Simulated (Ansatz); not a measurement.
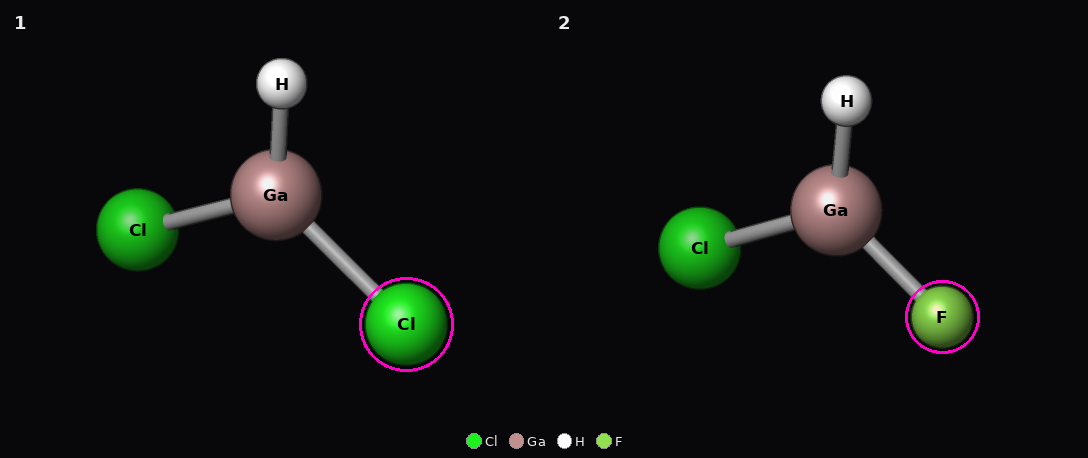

2 molecules with one skeleton, seen from the same side and at one scale; the atom that differs is circled. Charge 0, singlet. Computed geometries: PBE0-D4/def2-TZVP optimisations, one conformation each. Properties computed with Ansatz 0.2.0.

One atom differs, called X below: Cl in panel 1, F in panel 2. Their formulas are Cl2GaH (`[Cl][GaH][Cl]`), ClFGaH (`[F][GaH][Cl]`).

### In which is the vertical ionisation energy higher (PBE0-D4/def2-TZVPP)?

In panel 2 (X = F).

### In which is the length of X–Ga larger (PBE0-D4/def2-TZVP)?

In panel 1 (X = Cl).

Give the values. With PBE0-D4/def2-TZVP: length of X–Ga (Å), angle X–Ga–Cl (°). With PBE0-D4/def2-TZVPP: HOMO energy (Kohn–Sham orbital) (eV), HOMO–LUMO gap (eV), vertical ionisation energy (eV). With B3LYP-D4/def2-TZVPP: dipole moment (D).

| quantity | 1 (Cl) | 2 (F) | 2 − 1 |
| --- | --- | --- | --- |
| length of X–Ga (Å) | 2.128 | 1.744 | −0.384 |
| angle X–Ga–Cl (°) | 115.1 | 113.4 | −1.7 |
| HOMO energy (Kohn–Sham orbital) (eV) | −9.16 | −9.36 | −0.20 |
| HOMO–LUMO gap (eV) | 7.43 | 7.81 | +0.38 |
| vertical ionisation energy (eV) | 11.33 | 11.85 | +0.52 |
| dipole moment (D) | 1.68 | 2.11 | +0.43 |
